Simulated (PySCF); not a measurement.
C$_{3}$H$_{7}$N$_{3}$OSi (SMILES COc1cnn([SiH3])n1)

Input

```
{"job": {"kind": "nmr", "xc": "PBE0", "basis": "pcSseg-1"}, "charge": 0, "multiplicity": 1}
C     -2.585283    -0.837830    -0.341259
O     -2.171550     0.465688     0.019114
C     -0.849486     0.626713     0.117873
C     -0.169118     1.826637     0.440983
N      1.118048     1.564066     0.432270
N      1.230354     0.284117     0.123405
Si     2.754742    -0.581143    -0.004989
N      0.055386    -0.316313    -0.074401
H     -2.274242    -1.565256     0.412852
H     -2.153245    -1.126136    -1.302833
H     -3.670548    -0.802687    -0.407674
H     -0.564005     2.794430     0.662636
H      3.743991     0.450122     0.271867
H      2.712498    -1.651587     0.989534
H      2.818044    -1.122832    -1.361288
```

Run with:

```sh
OMP_NUM_THREADS=1 python probes_run.py task.json out
```

Geometry: GFN2-xTB.

Computed with PBE0/pcSseg-1, SCF density, gas phase, non-relativistic in PySCF.

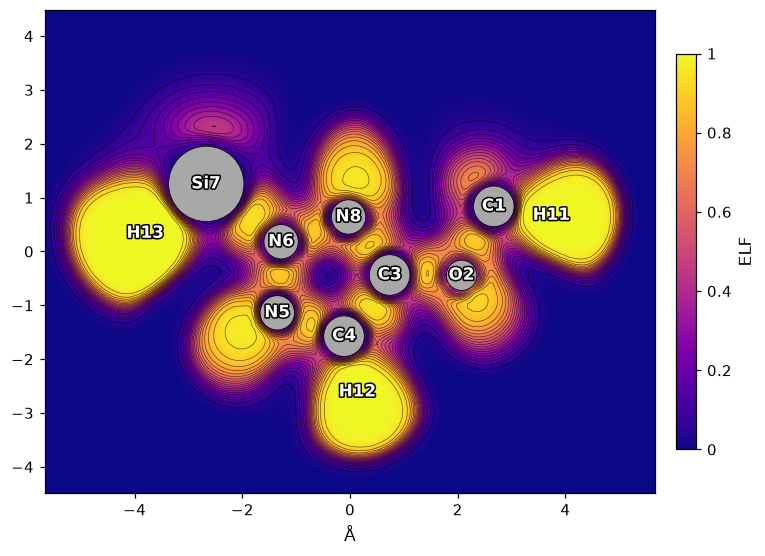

Figure 1. Electron localisation function on the plane of atoms N5, C4 and H12. Grey discs cover the atomic cores.

**What do the fields say about this system?**

The plane passes through C, O, N, Si and H nuclei.
C–N (1.31 Å): the ELF peaks at about 0.90 between the atoms; a covalent bond.
N–N (1.32 Å): the ELF peaks at about 0.90 between the atoms, as expected for a covalent bond.
C–O (1.34 Å): the ELF peaks at about 0.90 between the atoms: a shared but strongly polarised pair.
C–C (1.42 Å): the ELF peaks at about 0.95 between the atoms (a covalent bond).
Si–N (1.76 Å): the ELF peaks at about 0.95 between the atoms (a shared but strongly polarised pair).
The ELF also peaks beside N5, O2 and N8, away from the bonds: lone-pair regions.

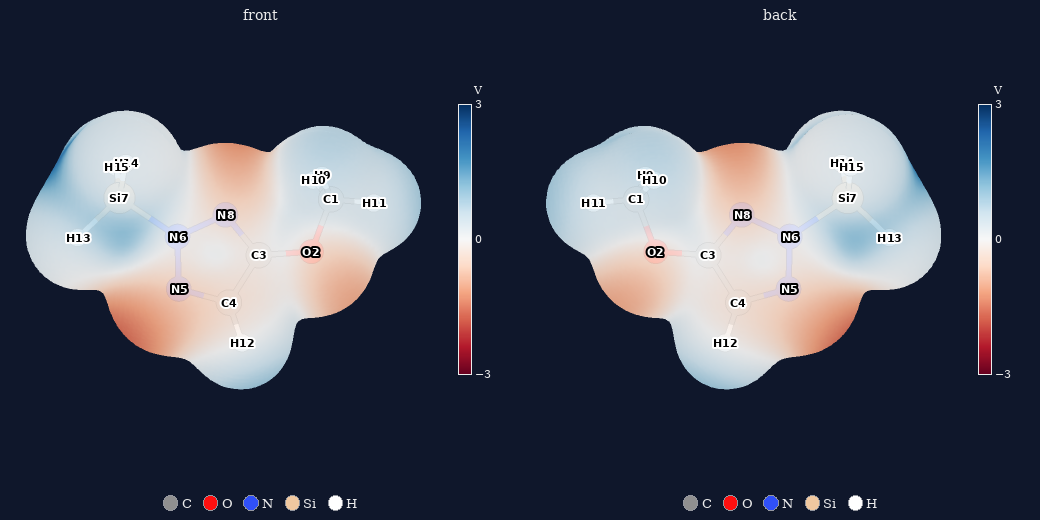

Figure 2. The molecular electrostatic potential painted on the density surface at 0.002 e/bohr³, seen from the front and from behind; red is negative and blue positive.

**Where is the surface potential most negative and most positive?**

The most negative region (about −1.6 V, or −37 kcal/mol for a unit charge) lies over N5, the most positive (about +2.0 V, or +46 kcal/mol for a unit charge) over Si7. N5 is the likeliest acceptor of a hydrogen bond.

**How polar is the molecule by this calculation?**

Its dipole moment is 1.54 D.
